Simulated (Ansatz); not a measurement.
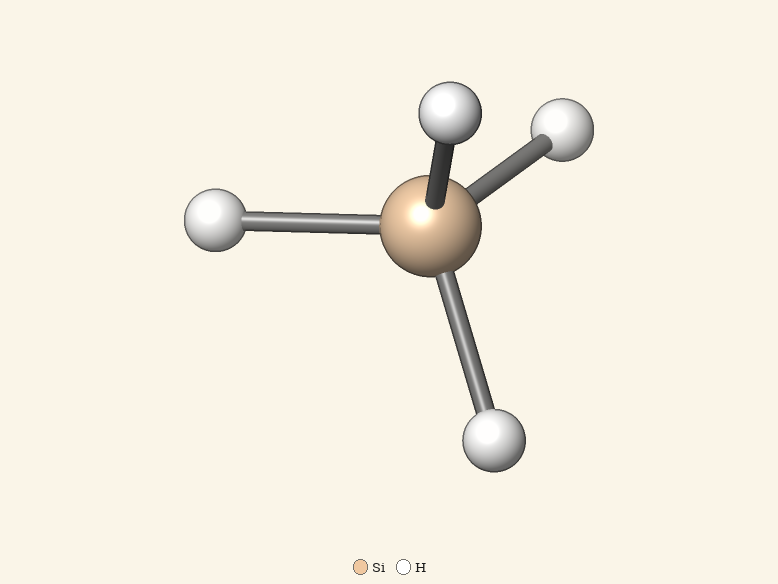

The picture shows a molecular structure as a ball-and-stick model. Every bond is drawn as one stick, whatever its order.

Describe the molecule.

Formula SiH4. The point group is Td. Coordination: 1 Si tetrahedral.

More results for the same structure follow; atom numbers are the same in all pictures, views and colours differ. The computed structure is the end point of a PBE0-D4/def2-TZVP optimisation.

### Charges

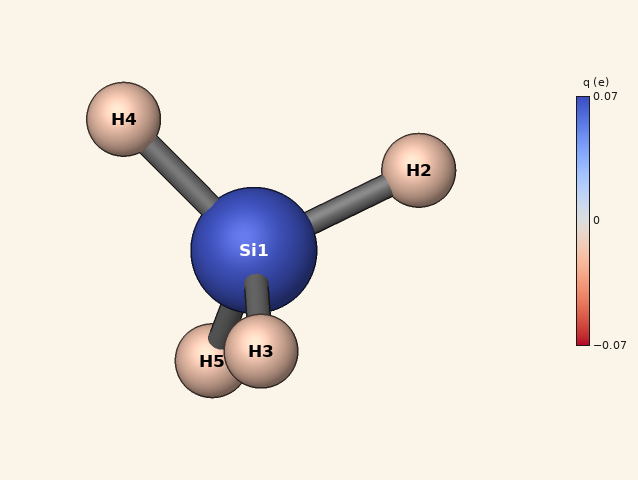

Atoms are coloured by their Mulliken charges. Properties computed with RKS PBE0-D4/def2-TZVP (Ansatz 0.2.0).

Give the Mulliken charges atom by atom.

```json
{"atom": "Si1", "value (e)": "0.07"}
{"atom": "H2", "value (e)": "−0.02"}
{"atom": "H3", "value (e)": "−0.02"}
{"atom": "H4", "value (e)": "−0.02"}
{"atom": "H5", "value (e)": "−0.02"}
```

### Electronic properties

Method: RKS PBE0-D4/def2-TZVPP (Ansatz 0.2.0).

Give the HOMO energy (Kohn–Sham orbital) at this level.

Answer. −9.86 eV.

Give the HOMO–LUMO gap at this level.

Answer. 10.92 eV.

### Vibrations

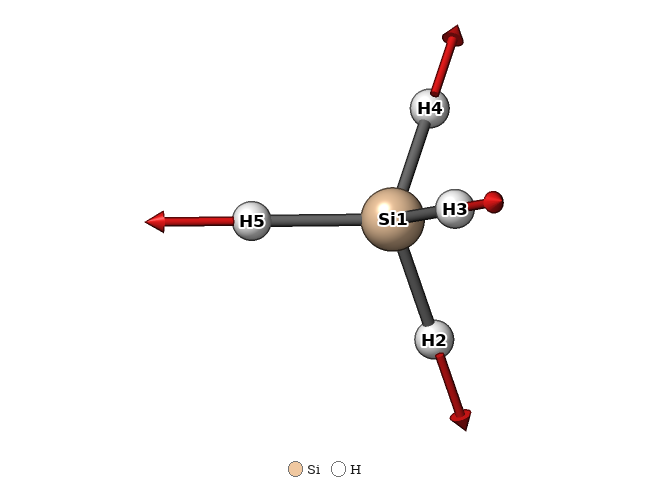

The arrows show one normal mode. Harmonic vibrations computed with RKS PBE0-D4/def2-TZVP (Ansatz 0.2.0) at a stationary point of the same level.

Describe the motion.

Answer. Mostly in-phase stretching of 4 Si–H bonds.

At what wavenumber does it lie?

Answer. 2235 cm⁻¹; it is mode 6 of 9 counted from the lowest.

### Thermal motion

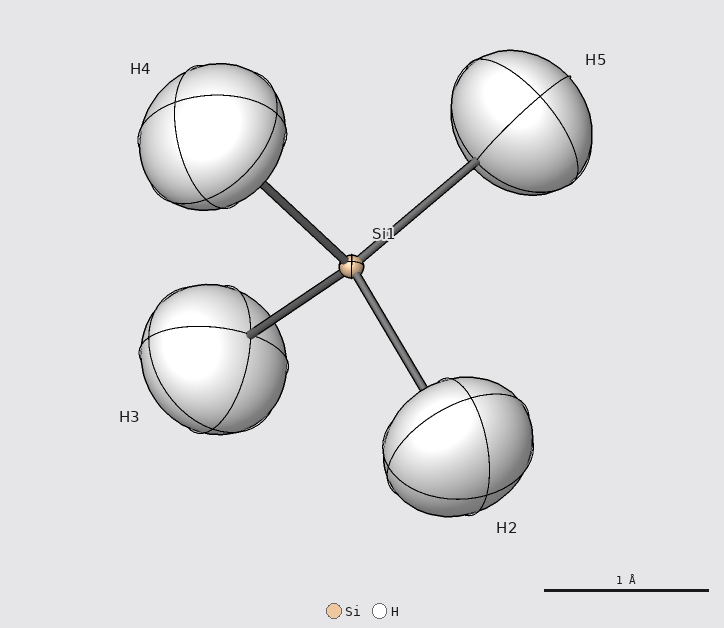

Displacement ellipsoids at the 50 % level, enlarged 3 times, from the internal vibrations of the free molecule (harmonic, no overall translation or rotation; no half-axis is drawn under 0.075 Å). Vibrations computed with RKS PBE0-D4/def2-TZVP (Ansatz 0.2.0). Temperature: 100 K.

Which atom has the largest mean-square displacement?

Answer. H2, H3, H4, H5, with U_eq = 0.0095 Å².

Give the displacement parameters, one line for each set of equivalent atoms.

```
          atom  U_eq (Å²)   rms amplitudes (Å)
           Si1    0.00007  0.008, 0.008, 0.008
H2, H3, H4, H5     0.0095  0.085, 0.103, 0.103
```

Mulliken values depend strongly on the basis set and can even reverse the polarity of a bond.
